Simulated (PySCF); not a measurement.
C₅H₈O₂SSi (SMILES O=CO/C=C1/C[SiH2]CS1)

| atom | x (Å) | y (Å) | z (Å) |
| --- | --- | --- | --- |
| O | 4.1925 | 0.5318 | 0.5548 |
| C | 3.6084 | 0.9175 | -0.4173 |
| O | 2.3224 | 0.7692 | -0.6863 |
| C | 1.5303 | 0.1054 | 0.2357 |
| C | 0.2413 | -0.1286 | -0.0103 |
| C | -0.6538 | -0.8449 | 0.9477 |
| Si | -2.4211 | -0.1941 | 0.6660 |
| C | -2.2244 | 0.0002 | -1.2199 |
| S | -0.4710 | 0.4158 | -1.5280 |
| H | 4.0764 | 1.4675 | -1.2503 |
| H | 2.0336 | -0.2043 | 1.1407 |
| H | -0.2772 | -0.7267 | 1.9615 |
| H | -0.6247 | -1.9143 | 0.7205 |
| H | -3.4446 | -1.1830 | 0.9961 |
| H | -2.6327 | 1.1065 | 1.2994 |
| H | -2.8103 | 0.8066 | -1.6521 |
| H | -2.4521 | -0.9125 | -1.7683 |

Geometry: GFN2-xTB.

Method: PBE0/pcSseg-1, SCF density, gas phase, non-relativistic in PySCF 2.14.0.

### What will maps of the electron density and electron localisation function show?

C–O (1.20 Å): ρ is about 3.4 e/Å³ halfway; the ELF peaks at about 0.85 between the atoms; a multiple bond.
C–C (1.33 Å): ρ is about 2.3 e/Å³ halfway; the ELF peaks at about 0.95 between the atoms (a short, multiple covalent bond).
C–S (1.76 Å): the density is about 1.3 e/Å³ at the midpoint; the ELF peaks at about 0.90 between the atoms; localised, covalent bonding.
C–H (1.08 Å): ρ at the midpoint is about 2.1 e/Å³; the ELF climbs to about 1 towards the hydrogen, as it does in any bond to H (a covalent bond by its length).

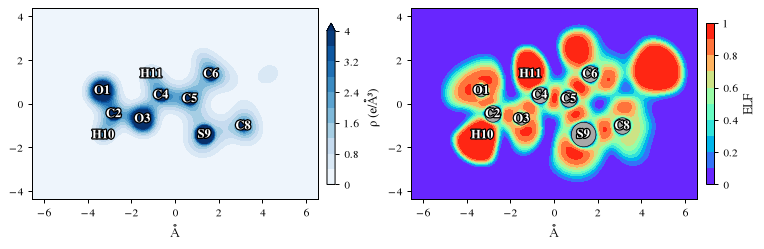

Computed electron density and electron localisation function on the plane of atoms O3, C4 and C5, in this order. Grey discs cover the atomic cores in the ELF map. 
